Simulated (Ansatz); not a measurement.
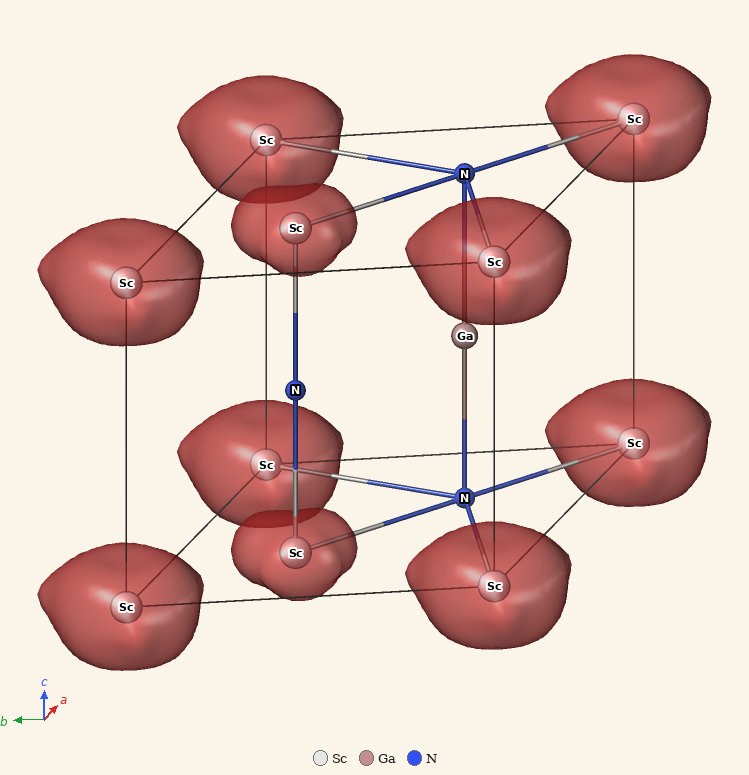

Figure. Sc$_{2}$GaN$_{2}$. Isosurface of the spin density at −0.08 e/Å³ (red), seen at an oblique angle. Sticks mark near contacts.

Space group P-6m2; a structure generated by program, which may or may not match a known phase; spin-polarised.

Level of theory: DFT PBE, scalar-relativistic, plane waves, PAW (Ansatz).

The density is the valence pseudo-density of a PAW calculation; it isn't the true density close to the nuclei.

```
Sc Ga N
1.0
     4.40806    0.00000    0.00000
    -2.20403    3.81750    0.00000
     0.00000    0.00000    4.23439
Sc Ga N
2 1 2
Direct
  0.33333 0.66667 0.00000
  0.00000 0.00000 0.00000
  0.66667 0.33333 0.50000
  0.66667 0.33333 0.00000
  0.33333 0.66667 0.50000
```

### Where is the spin, and how is it ordered?

The spin density sits on Sc: −0.6 μB in one cell of 5 atoms, with smaller moments on other sites: Sc (up to −0.26 μB) and N (up to +0.06 μB): parallel main moments (a ferromagnetic arrangement) in this solution. The cell of the calculation (5 atoms) carries 1.4 μB of net spin moment.
